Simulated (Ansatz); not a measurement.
# linear Pb chain: period, moment and channels by functional

How many channels does the linear Pb chain carry, and how sure is the answer?

Method: DFT PBE, plane waves, PAW; relaxation of a chain's period, in the first sound run; inputs show where later runs differ, in Ansatz 0.2.0.

**1. Starting point**

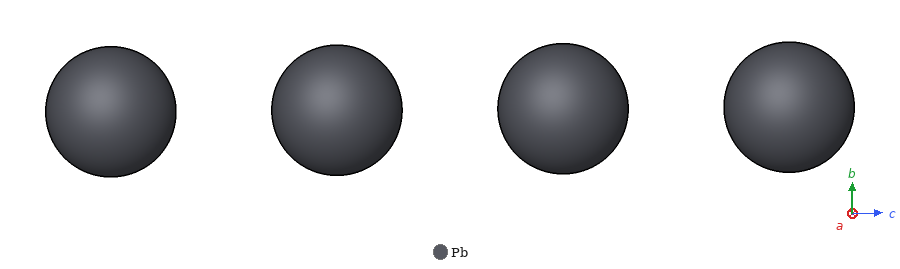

The cell as given, from the side, with the c axis across the page (lead dark grey). 1×1×3 cells are drawn. Some periodic images of atoms are drawn too.

The cell holds 1 atom: 1 Pb. Its edges and angles: a = 7.500 Å, b = 7.500 Å, c = 2.716 Å, α = 90.0°, β = 90.0°, γ = 90.0°. Vacuum lies along a and b. The structure's axis is c.

**2. The relaxed wire, level PBE, cutoff 420 eV**

Band widths follow the bond lengths, so the chain is relaxed first. The atoms and the third cell vector are free; the box across stays fixed as vacuum. Moments are seeded so that a magnetic state can form if it lies lower. A Fermi-Dirac smearing is set since the result may be a metal. The pressure printed is a third of the stress's trace over the whole box, vacuum included; only the stress along the axis is relaxed.

input.yaml

```yaml
crystal:
  lattice:
    - [7.5, 0.0, 0.0]
    - [0.0, 7.5, 0.0]
    - [0.0, 0.0, 2.7156]
  atoms:
    - { symbol: Pb, position: [0.5, 0.5, 0.0], spin: 0.5 }
magnetization:
  spin_polarized: true
kpoints:
  mp_grid: { grid: [1, 1, 30] }
scf:
  occupations: { method: fermi_dirac, width: 0.05 }
hamiltonian:
  xc: pbe
relax:
  cell: { fix: [a, b, alpha, beta, gamma] }
  max_steps: 60
```

Launch:

```
> ansatz run input.yaml --threads 4 --pin off --max-ram 8192MiB --backend cpu --events-out ev --progress --plain --runs-dir out
```

Numbers of over 12 decimals in the logs are rounded to 6 here.

The log of the run:

```text
Engine: ansatz 0.2.0, x86_64-unknown-linux-gnu
Pseudopotentials: kind: paw
Pseudopotential: Pb, paw, valence charge 14, recommended cutoff 420 eV (normal), Pb.paw.azcp
Functional definition: PBE
  parameter kappa = 0.804
  parameter beta = 0.066725
  exchange = pbe_x(kappa = kappa, mu = beta*pi^2/3)
  correlation = pbe_c(beta = beta)
Crystal: 1 atoms, lattice volume = 152.752 Å³
Basis set: ecut = 420 eV, 3033 PW (Γ), exchange–correlation on 108×108×40 points (8 copies of the dense FFT grid, shifted against one another)
Bands: 12, of which v1, the nominal top of the filled ones, is band 7 counted from 1 (6 counted from 0)
Symmetry: 16 space group operations
Space group: P4/mmm (ITA 123), of the structure as read, at distance tolerance 5.3e-5 Å
Magnetic group: BNS 123.339 (UNI 999), of the structure as read, at distance tolerance 5.3e-5 Å
k-points: 16 of 30
Non-local potential: Pb, projectors of the file, l = 0: 2, l = 1: 2, l = 2: 2, l = 3: 2
PAW form: soft (Blöchl's): semilocal exchange-correlation on the pseudo side does not see the compensation charge
PAW one-centre angular grid: Pb, 590 points (default); XC on 64 Gauss nodes
Initial density: superposition of atomic densities (neutral atoms: chi_scale 0, normalization atom)
Starting moments: Σ|m| = 0.5 μB on 1 of 1 site
Initial wavefunctions: pseudopotential atomic-orbital guess
Functional: x = pbe(κ = 0.804, μ = 0.219515), c = pbe(β = 0.066725)
iter 1 solved again at ethr=9.64e-4 eV; its pass at ethr=3.10e-3 eV (dr2=1.35e-1 eV) is discarded
SCF iter   1: F=—  HF=-11905.022316 eV  |F-HF|=—  |Δ(HF+E_count)|=         —  Δρ=9.67e-3 (↑9.67e-3 ↓8.80e-3)  dr2=1.36e-1  dr2_m=1.03e-1  M=0.059 μB ∫|m|=0.059 μB  β_m=0.30  ethr=9.64e-4  ⟨swp⟩=1.2  Hψ=3400  notcnv=0
preconditioner: auto → none  [insulator: Δε(μ)=0.178 eV  Ē_g=7.135 eV  σ=0.050 eV  W_gap=0.51  n_scr=12 (ndim 8)  ℏωp=5.0 eV  f_vac=0.596  D(μ)=0.93/eV (n_scr^D=4)  ε∞_Penn≈1.5]
SCF iter   2: F=—  HF=-11905.000940 eV  |F-HF|=—  |Δ(HF+E_count)|=   2.14e-2  Δρ=6.67e-3 (↑6.67e-3 ↓6.22e-3)  dr2=4.97e-2  dr2_m=5.17e-2  M=0.048 μB ∫|m|=0.048 μB  β_m=0.30  ethr=9.64e-4  ⟨swp⟩=2.2  Hψ=472  notcnv=0
SCF iter   3: F=—  HF=-11904.990063 eV  |F-HF|=—  |Δ(HF+E_count)|=   1.09e-2  Δρ=4.46e-3 (↑4.20e-3 ↓4.46e-3)  dr2=8.03e-4  dr2_m=2.60e-2  M=0.040 μB ∫|m|=0.040 μB  β_m=0.30  ethr=3.55e-4  ⟨swp⟩=3.2  Hψ=786  notcnv=0
SCF iter   4: F=—  HF=-11904.993684 eV  |F-HF|=—  |Δ(HF+E_count)|=   3.62e-3  Δρ=3.12e-3 (↑3.00e-3 ↓3.12e-3)  dr2=1.67e-4  dr2_m=1.30e-2  M=0.033 μB ∫|m|=0.033 μB  β_m=0.30  ethr=5.73e-6  ⟨swp⟩=1.6  Hψ=449  notcnv=0
SCF iter   5: F=—  HF=-11904.995573 eV  |F-HF|=—  |Δ(HF+E_count)|=   1.89e-3  Δρ=2.18e-3 (↑2.15e-3 ↓2.18e-3)  dr2=1.59e-6  dr2_m=6.56e-3  M=0.027 μB ∫|m|=0.027 μB  β_m=0.30  ethr=1.20e-6  ⟨swp⟩=2.3  Hψ=564  notcnv=0
SCF iter   6: F=—  HF=-11904.996504 eV  |F-HF|=—  |Δ(HF+E_count)|=   9.31e-4  Δρ=1.54e-3 (↑1.54e-3 ↓1.54e-3)  dr2=5.78e-8  dr2_m=3.31e-3  M=0.022 μB ∫|m|=0.023 μB  β_m=0.30  ethr=1.13e-8  ⟨swp⟩=2.6  Hψ=654  notcnv=0
SCF iter   7: F=—  HF=-11904.996996 eV  |F-HF|=—  |Δ(HF+E_count)|=   4.92e-4  Δρ=1.09e-3 (↑1.09e-3 ↓1.09e-3)  dr2=2.23e-8  dr2_m=1.67e-3  M=0.019 μB ∫|m|=0.019 μB  β_m=0.30  ethr=4.13e-10  ⟨swp⟩=3.7  Hψ=826  notcnv=0
Mixer restart at iter 7: flushing history
spin-set hold released at iteration 7 (site moments contracting): the magnetisation degrees of freedom join the quasi-Newton model from the next iteration; the mixer history was flushed
SCF iter   8: F=—  HF=-11904.997259 eV  |F-HF|=—  |Δ(HF+E_count)|=   2.63e-4  Δρ=7.78e-4 (↑7.78e-4 ↓7.78e-4)  dr2=1.18e-8  dr2_m=8.47e-4  M=0.015 μB ∫|m|=0.015 μB  β_m=0.65  ethr=1.59e-10  ⟨swp⟩=3.2  Hψ=728  notcnv=0
SCF iter   9: F=—  HF=-11904.997586 eV  |F-HF|=—  |Δ(HF+E_count)|=   3.27e-4  Δρ=4.04e-5 (↑4.04e-5 ↓4.04e-5)  dr2=2.08e-10  dr2_m=2.28e-6  M=0.005 μB ∫|m|=0.005 μB  β_m=0.82  ethr=8.46e-11  ⟨swp⟩=3.9  Hψ=920  notcnv=0
SCF iter  10: F=—  HF=-11904.997594 eV  |F-HF|=—  |Δ(HF+E_count)|=   7.80e-6  Δρ=2.15e-5 (↑2.15e-5 ↓2.15e-5)  dr2=5.52e-11  dr2_m=6.46e-7  M=0.003 μB ∫|m|=0.003 μB  β_m=0.91  ethr=1.49e-12  ⟨swp⟩=5.3  Hψ=1271  notcnv=0
SCF iter  11: F=—  HF=-11904.997598 eV  |F-HF|=—  |Δ(HF+E_count)|=   4.35e-6  Δρ=7.82e-7 (↑7.82e-7 ↓6.09e-7)  dr2=5.16e-10  dr2_m=5.77e-10  M=0.000 μB ∫|m|=0.000 μB  β_m=0.96  ethr=1.00e-12  ⟨swp⟩=5.3  Hψ=1286  notcnv=0
SCF iter  12: F=-11904.997598 eV  HF=-11904.997598 eV  |F-HF|=5.33e-10  |Δ(HF+E_count)|=   2.54e-9  Δρ=3.36e-7 (↑2.83e-7 ↓3.36e-7)  dr2=6.08e-10  dr2_m=1.10e-11  M=0.000 μB ∫|m|=0.000 μB  ethr=1.00e-12  ⟨swp⟩=3.4  Hψ=980  notcnv=0
WARN: the starting moments were not kept: the SCF closed with an absolute magnetisation of 8.0e-6 μB, where they sum to 0.5 μB in size (1 site). That is at most 0.1 of that sum. Measured as dr2_m measures the in/out step, that magnetisation stands 3.7e-12 eV from none, at or under the dr2_threshold of 1.0e-7 eV: it is no larger than a step whose dr2_m would equal this threshold. The system may hold no moment; this SC [...]
SCF 1 converged in 12 iterations: F = -11904.997598 eV  dr2 = 6.08e-10
  greatest PAW one-centre occupation: 0.979 electrons in one spin orbital (limit 2), on the Pb atom at site 0 (counted from 0), in its partial waves of l = 2
relax step   1: F+E_penalty+E_count = -11904.99759809 eV  Δ(F+E_penalty+E_count) = +0.000e0 eV  max|allowed force component| = 0.000e0 eV/Å  Δτ_max = 0.0000 Å  P = +1.337 GPa  Ω = 152.752 Å³  fix = [a, b, alpha, beta, gamma]  reactions: a +0.290, b +0.290 GPa  (12 SCF iters, dr2 threshold 1.00e-7 eV, accepted)
Crystal: 1 atoms, lattice volume = 160.199 Å³
Basis set: ecut = 420 eV, 3145 PW (Γ), exchange–correlation on 108×108×40 points (8 copies of the dense FFT grid, shifted against one another)
Initial density: handed on by an earlier stage of this run
Starting moments: Σ|m| = 0.5 μB on 1 of 1 site; this step starts from the density that it was given
Initial wavefunctions: those handed on with the density
iter 1 solved again at ethr=1.75e-5 eV; its pass at ethr=3.10e-3 eV (dr2=2.45e-3 eV) is discarded
SCF iter   1: F=—  HF=-11905.079594 eV  |F-HF|=—  |Δ(HF+E_count)|=         —  Δρ=6.10e-4 (↑6.10e-4 ↓5.77e-4)  dr2=2.60e-3  dr2_m=1.39e-4  M=-0.008 μB ∫|m|=0.008 μB  β_m=0.30  ethr=1.75e-5  ⟨swp⟩=1.8  Hψ=3478  notcnv=0
preconditioner: auto → none  [insulator: Δε(μ)=0.215 eV  Ē_g=17.741 eV  σ=0.050 eV  W_gap=0.67  n_scr=12 (ndim 8)  ℏωp=11.0 eV  f_vac=0.623  D(μ)=1.34/eV (n_scr^D=8)  ε∞_Penn≈1.4]
[...]
iter 5 did not close the SCF: its close was put off for a magnetic moment that had not settled (scf_convergence_deferred on its scf_iter line)
SCF iter   5: F=-11905.084600 eV  HF=-11905.084600 eV  |F-HF|=4.89e-8  |Δ(HF+E_count)|=   1.76e-7  Δρ=4.15e-6 (↑3.66e-6 ↓4.15e-6)  dr2=9.47e-8  dr2_m=6.68e-9  M=-0.000 μB ∫|m|=0.000 μB  β_m=0.79  ethr=7.14e-10  ⟨swp⟩=4.3  Hψ=1208  notcnv=0
iter 6 did not close the SCF: its close was put off for a magnetic moment that had not settled (scf_convergence_deferred on its scf_iter line)
SCF iter   6: F=-11905.084600 eV  HF=-11905.084600 eV  |F-HF|=5.00e-9  |Δ(HF+E_count)|=  6.37e-11  Δρ=1.49e-6 (↑1.12e-6 ↓1.49e-6)  dr2=2.93e-9  dr2_m=2.22e-9  M=-0.000 μB ∫|m|=0.000 μB  β_m=0.89  ethr=6.77e-10  ⟨swp⟩=2.0  Hψ=1305  notcnv=0
iter 7 did not close the SCF: its close was put off for a magnetic moment that had not settled (scf_convergence_deferred on its scf_iter line)
SCF iter   7: F=-11905.084600 eV  HF=-11905.084600 eV  |F-HF|=7.53e-10  |Δ(HF+E_count)|=   1.07e-8  Δρ=4.99e-7 (↑4.99e-7 ↓4.66e-7)  dr2=7.36e-11  dr2_m=3.29e-10  M=-0.000 μB ∫|m|=0.000 μB  β_m=0.95  ethr=2.09e-11  ⟨swp⟩=1.4  Hψ=1136  notcnv=0
SCF iter   8: F=-11905.084600 eV  HF=-11905.084600 eV  |F-HF|=1.09e-11  |Δ(HF+E_count)|=   1.71e-9  Δρ=6.55e-8 (↑5.48e-8 ↓6.55e-8)  dr2=3.05e-12  dr2_m=4.70e-12  M=-0.000 μB ∫|m|=0.000 μB  ethr=1.00e-12  ⟨swp⟩=1.0  Hψ=1174  notcnv=0
the starting moments were not kept: the SCF closed with an absolute magnetisation of 8.2e-6 μB, where they sum to 0.5 μB in size (1 site). That is at most 0.1 of that sum. Measured as dr2_m measures the in/out step, that magnetisation stands 6.4e-12 eV from none, at or under the dr2_threshold of 1.0e-7 eV: it is no larger than a step whose dr2_m would equal this threshold.
SCF 3 converged in 8 iterations: F = -11905.084600 eV  dr2 = 3.05e-12
relax step   3: F+E_penalty+E_count = -11905.08460008 eV  Δ(F+E_penalty+E_count) = -5.375e-3 eV  max|allowed force component| = 0.000e0 eV/Å  Δτ_max = 0.0000 Å  P = +0.311 GPa  Ω = 161.922 Å³  energy of the carried Pulay correction = -2.682e-4 eV  fix = [a, b, alpha, beta, gamma]  reactions: a +0.283, b +0.283 GPa  (8 SCF iters, dr2 threshold 1.00e-7 eV, accepted)
[...]
relax step   4: F+E_penalty+E_count = -11905.08720929 eV  Δ(F+E_penalty+E_count) = -2.609e-3 eV  max|allowed force component| = 0.000e0 eV/Å  Δτ_max = 0.0000 Å  P = +0.186 GPa  Ω = 164.197 Å³  energy of the carried Pulay correction = -3.313e-4 eV  fix = [a, b, alpha, beta, gamma]  reactions: a +0.277, b +0.277 GPa  (8 SCF iters, dr2 threshold 1.00e-7 eV, accepted)
Initial wavefunctions: pseudopotential atomic-orbital guess (no wavefunctions were taken with the density)
iter 1 solved again at ethr=4.55e-7 eV; its pass at ethr=3.10e-3 eV (dr2=6.36e-5 eV) is discarded
SCF iter   1: F=—  HF=-11905.087482 eV  |F-HF|=—  |Δ(HF+E_count)|=         —  Δρ=2.06e-5 (↑2.06e-5 ↓2.06e-5)  dr2=5.03e-7  dr2_m=1.84e-12  M=-0.000 μB ∫|m|=0.000 μB  β_m=0.30  ethr=4.55e-7  ⟨swp⟩=3.1  Hψ=3816  notcnv=0
preconditioner: auto → none  [insulator: Δε(μ)=0.245 eV  Ē_g=17.510 eV  σ=0.050 eV  W_gap=0.78  n_scr=12 (ndim 8)  ℏωp=10.8 eV  f_vac=0.620  D(μ)=1.39/eV (n_scr^D=8)  ε∞_Penn≈1.4]
SCF iter   2: F=—  HF=-11905.087483 eV  |F-HF|=—  |Δ(HF+E_count)|=   2.89e-7  Δρ=1.38e-5 (↑1.38e-5 ↓1.38e-5)  dr2=1.95e-7  dr2_m=1.24e-12  M=-0.000 μB ∫|m|=0.000 μB  β_m=0.53  ethr=3.59e-9  ⟨swp⟩=2.6  Hψ=626  notcnv=0
SCF iter   3: F=—  HF=-11905.087487 eV  |F-HF|=—  |Δ(HF+E_count)|=   4.42e-6  Δρ=2.44e-6 (↑2.44e-6 ↓2.44e-6)  dr2=5.75e-9  dr2_m=3.45e-13  M=-0.000 μB ∫|m|=0.000 μB  β_m=0.57  ethr=1.40e-9  ⟨swp⟩=3.0  Hψ=622  notcnv=0
SCF iter   4: F=—  HF=-11905.087488 eV  |F-HF|=—  |Δ(HF+E_count)|=   8.77e-7  Δρ=2.97e-7 (↑2.93e-7 ↓2.97e-7)  dr2=1.69e-10  dr2_m=1.26e-13  M=-0.000 μB ∫|m|=0.000 μB  β_m=0.63  ethr=4.11e-11  ⟨swp⟩=3.0  Hψ=674  notcnv=0
SCF iter   5: F=—  HF=-11905.087495 eV  |F-HF|=—  |Δ(HF+E_count)|=   7.25e-6  Δρ=6.23e-8 (↑6.10e-8 ↓6.23e-8)  dr2=1.75e-11  dr2_m=4.78e-14  M=-0.000 μB ∫|m|=0.000 μB  β_m=0.66  ethr=1.21e-12  ⟨swp⟩=3.8  Hψ=740  notcnv=0
SCF iter   6: F=-11905.087495 eV  HF=-11905.087495 eV  |F-HF|=5.46e-11  |Δ(HF+E_count)|=  5.13e-10  Δρ=1.71e-8 (↑1.66e-8 ↓1.71e-8)  dr2=1.53e-12  dr2_m=1.97e-14  M=-0.000 μB ∫|m|=0.000 μB  ethr=1.00e-12  ⟨swp⟩=5.3  Hψ=1297  notcnv=0
the starting moments were not kept: the SCF closed with an absolute magnetisation of 5.8e-7 μB, where they sum to 0.5 μB in size (1 site). That is at most 0.1 of that sum. Measured as dr2_m measures the in/out step, that magnetisation stands 2.0e-14 eV from none, at or under the dr2_threshold of 1.0e-11 eV: it is no larger than a step whose dr2_m would equal this threshold.
SCF 5 converged in 6 iterations: F = -11905.087495 eV  dr2 = 1.53e-12
relax step   5: F+E_penalty+E_count = -11905.08749513 eV  Δ(F+E_penalty+E_count) = -2.858e-4 eV  max|allowed force component| = 0.000e0 eV/Å  Δτ_max = 0.0000 Å  P = +0.186 GPa  Ω = 164.197 Å³  fix = [a, b, alpha, beta, gamma]  reactions: a +0.277, b +0.277 GPa  stress off target by 2.90e-3 GPa on what of the cell is left free  SCF on the basis re-selected at this cell (its energy is not comparable with the rows above)  (6 SCF iters)
basis re-selected at this cell: Δ(F+E_penalty+E_count) = -2.858e-4 eV, ΔP = +0.000 GPa vs the last step (what re-selecting the basis moved, of the pressure what is left beyond the Pulay correction that the steps carried, after the strain that the cell walked since its last selection, with what the two solves' SCF thresholds leave and, on support functions, any second-order correction that the steps lacked; it is no measure of the basis error at this ecutwfc). This SCF's stress stands 2.90e-3 GPa from its target on what of the cell is left free (relax.cell.stress_tol is 5.00e-2 GPa) and its largest allowed force component is 0.00e0 eV/Å (relax.f_tol is 1.00e-2 eV/Å): [rest of the remark cut]
SCF converged after 6 iterations
Magnetization: -0.0000 μB (7.0000 up, 7.0000 down)
Absolute magnetization: 0.0000 μB (∫|ρ↑−ρ↓|, with the PAW one-centre terms)
Spin contamination: 0.0000 ħ² per cell (⟨S²⟩ above its minimum at these occupations)
Per-site moments (μB) at R_I (Å): [(-1.732525848132462e-7, 1.204115)]
Free energy (F): -11905.087495 eV
Harris-Foulkes:  -11905.087495 eV  (|F-HF|=5.46e-11)
Internal energy: -11905.075672 eV  (E = F + TS)
E sigma→0 (E₀):  -11905.081584 eV
Entropy (-TS):   -0.011823 eV (-11.823 meV/atom)
Fermi energy:    -1.293028 eV
--- Per-component energies (eV) ---
  E_band       = -203.963844
  E_kinetic    = 288.437204
  E_local      = -2525.919875  (includes V_loc(G=0)·N_el)
  E_nonlocal   = 349.482322
  E_hartree    = 1074.962921
  E_xc         = -219.146753
  E_vxc        = -130.238161  (∫ρ·V_xc dr)
  E_paw        = -10406.067035  (= ΣΔE_a)
  E_vpaw       = -335.651218  (= ΣTr[D̂ρ^β])
  E_aug_tail   = 0.000048  (compensation charges beyond the density's cutoff)
  E_ewald      = -466.824504
  E_smearing   = -0.011823  (= −TS)
  E_closure    = -0.000000  (closes the sum)
  Σ components = -11905.087495   (vs F -11905.087495, Δ=0.00e0)
--- Forces (eV/Å), atoms counted from 1 ---
  atom   1  Pb    -0.00000000    -0.00000000     0.00000000
  max |Σ_I F_I| component: 6.31e-30 eV/Å
--- Stress (GPa, compression-positive) ---
        0.277297      -0.000000       0.000000
       -0.000000       0.277297      -0.000000
        0.000000      -0.000000       0.002904
  P = ⅓ Tr σ = 0.1858 GPa (1.858 kbar)
--- Relaxed structure (4 steps of the walk, 4 accepted, 1 SCFs on fresh bases) ---
  F+E_penalty+E_count = -11905.08749513 eV   max|allowed force component| = 0.000e0 eV/Å   (the final SCF, on the basis selected at the relaxed cell)
  cell:  # Å, volume = 164.1975 Å³
    - [7.5, 0, 0]
    - [0, 7.5, 0]
    - [0, 0, 2.919066]
  atoms:
    - { symbol: Pb, position: [0.5, 0.5, 0] }
```

It took 5.9 s on 4 threads of Intel Xeon 6975P-C (Granite Rapids), shared host; peak memory 0.49 GiB.

Step by step:

```tsv
step	energy less that of the first step (eV)	largest force component (eV/Å)	pressure (GPa)	volume (Å³)
1	0.0000	0.0000	1.34	152.75
2	-0.0816	0.0000	0.41	160.20
3	-0.0870	0.0000	0.31	161.92
4	-0.0896	0.0000	0.19	164.20
5*	-0.0899	0.0000	0.19	164.20
```

Relaxation steps marked * repeat the geometry before them on a plane-wave basis chosen anew for their cell, so energy and pressure can jump there.

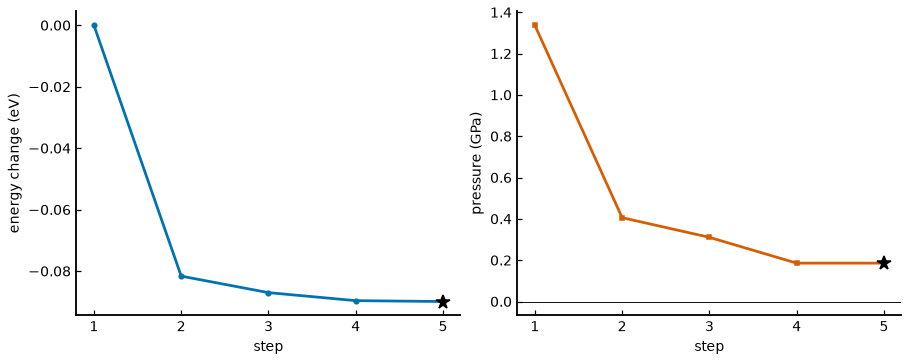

Energy and pressure along the relaxation. Stars mark steps on a basis chosen anew.

```tsv
cell as run	before	after	change
c (Å)	2.716	2.919	+7.5 %
```

The relaxed structure:

```
Pb
1.0
     7.50000    0.00000    0.00000
     0.00000    7.50000    0.00000
     0.00000    0.00000    2.91907
Pb
1
Direct
  0.50000 0.50000 0.00000
```

Numbers from this step:

| Item | Value |
| --- | --- |
| energy at zero smearing | -11905.0816 eV |
| cell length along the wire | 2.919 Å |

The cell's length comes to 2.919 Å with no moment.

(Part 1 of 3 ends here.)

[Logs are printed without paths, hosts, clocks, repeated set-up lines and the standing remarks that a program may print on its own settings, such as how far it seeks lower states.]

[Hosts, paths, dates, database ids (printed as entryN), source tags and the programs' standing remarks are cut or masked in the printed files.]
